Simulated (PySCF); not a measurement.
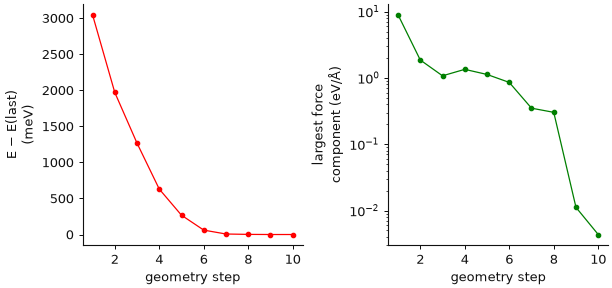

History of a geometry optimisation. The start has point group C2v, which is kept. A held symmetry can leave a saddle point.

System: WO2Cl2 molecule.
Method: PySCF 2.14.0, RKS-based PBE0, W def2-SVP with ECP60, O def2-SVP, Cl def2-SVP; non-relativistic Hamiltonian with scalar-relativistic core potentials; density fitting.

**How did it end, and what did it gain?**

The optimisation met its thresholds at geometry 10, counting the start as the first. The energy fell by about 3000 meV from the first step to the last. The largest force component goes from about 9 eV/Å at the start to 4 × 10⁻³ eV/Å at the end.
